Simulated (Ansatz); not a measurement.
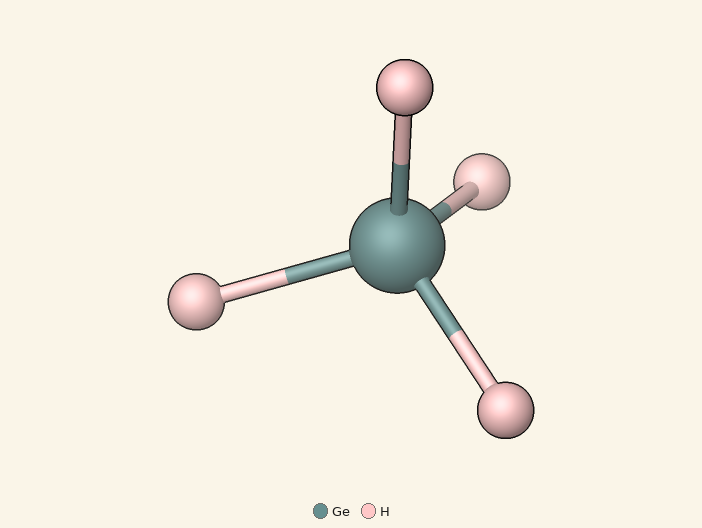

Depth is shown by fading: the farther an atom, the more it takes the colour of the background. The geometry was computed by an optimisation with PBE0-D4/def2-TZVP.

> Which symmetry elements does this geometry have?

It has 4 C3 axes, 3 C2 axes, 3 S4 axes and 6 mirror planes, so the point group is Td. The group has 24 operations. The geometry is achiral, and symmetry forbids a dipole moment.
